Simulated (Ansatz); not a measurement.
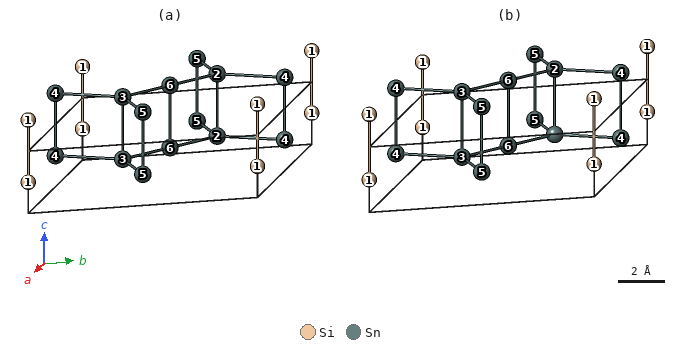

The structure of solid SiSn₅ (a generated structure, set up in P6/mmm) (coarse preliminary run) before (left) and after (right) a relaxation, at one scale.

The picture is a ball-and-stick view of the cell of the calculation, repeated 1 × 1 × 2 with one cell outlined, seen slightly off an axis.

These are results of DFT PBE, scalar-relativistic, plane waves, PAW in Ansatz, not measurements. (plane-wave cutoff 420 eV; k-point mesh 3 × 3 × 6; occupations gaussian; smearing width 0.1 eV; no spin polarisation; cell and atoms relaxed; force threshold 0.04 eV/Å; at most 70 steps)

Describe what moved and what it gained.

The energy falls by 0.263 eV per cell of the calculation in 1 accepted move (2 points after the start). All forces vanish by symmetry, so only the cell relaxes. Pressure: 1.03 GPa at the start and −0.18 GPa at the end. The SCF was repeated once at an unchanged geometry on a basis and grid sized afresh for the cell, which shifted the energy by 0.8 meV per cell of the calculation at most. No atom moves by more than 0.005 Å relative to the cell. The drawn cell changes as follows: a = b 10.467 → 10.267 Å (−1.9 %), c 2.796 → 2.932 Å (+4.9 %); the volume changes by +0.9 %. Among the contacts that change: Sn2–Sn2 2.796 → 2.932 Å, Si1–Si1 2.796 → 2.932 Å, Sn2–Sn4 3.022 → 2.964 Å. The space group stays P6/mmm (No. 191). Cost: 25 s on 1 thread of Arm Neoverse V2, with other jobs on the host, peak memory 0.5 GiB.

Limits of the set-up: the k-point mesh is coarse for a cell with partly filled bands.
